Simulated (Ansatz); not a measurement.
We consider bcc Ba, described by PBE in Ansatz (plane waves, PAW).

Run with plane-wave cutoff 520 eV, 16×16×16 k mesh, Fermi–Dirac smearing 0.05 eV, scalar-relativistic PAW data made under PBE.

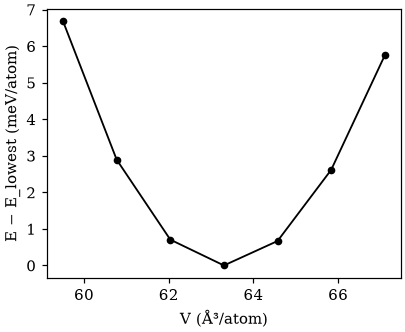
Figure: Total energy against volume

From the curve, estimate the equilibrium volume and the bulk modulus.

V0 ≈ 63.3 Å³/atom and B0 ≈ 8.7 GPa; the fit gives V0 = 63.303 Å³/atom, B0 = 8.70 GPa, B′ = 2.7.

Measured, for comparison: bulk modulus 9.34 GPa (corrected for temperature and zero-point phonon effects, our sources range from 9.34 to 10.6; as tabulated in Levämäki et al. (2014), arXiv:1402.3671); equilibrium volume per atom 62.31 Å³/atom (low-temperature or extrapolated to 0 K; zero-point anharmonic expansion removed; as tabulated in Csonka et al. (2009), arXiv:0903.4037). Computed (rounded) less measured: bulk modulus -7 % (-7 % to -18 % over the range), equilibrium volume per atom +1.6 %.

Spin–orbit coupling is not included.

The computed numbers hold no vibrational or temperature effects.

Ansatz is a program for electronic structure.
